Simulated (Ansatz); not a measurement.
The parent structure is TlCdBr3 in the cubic perovskite structure (space group Pm-3m, No. 221; a = 5.4626 Å; a hypothetical phase, not in the database extracts checked). Axes: x, y, z lie along the cube axes.

Perturbation: uniaxial stress, 3 GPa compression along x, with the cell and atoms free to relax against it.

Level of theory: plane-wave PAW DFT at the r2SCAN level (Ansatz, an electronic-structure program, 500 eV), spin-orbit coupling left out.

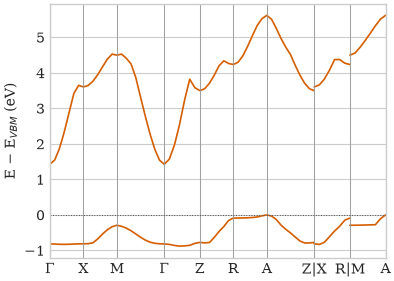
Figure: Highest valence and lowest conduction band along the path of the changed cell's own zone

Q: Read the changed gap and its character from the plot.

A: About 1.4 eV, indirect, A → Γ.

Spin-orbit coupling, missing from the scalar runs, can matter with Tl. Load acts through the strain it causes; cell and atoms are relaxed under it. Beyond what the load breaks, stability against distortions was not tested. Many cubic perovskites are stable only at high temperature; tilts and polar distortions were not tested. Labels are those of the standard path for the cell's own space group.
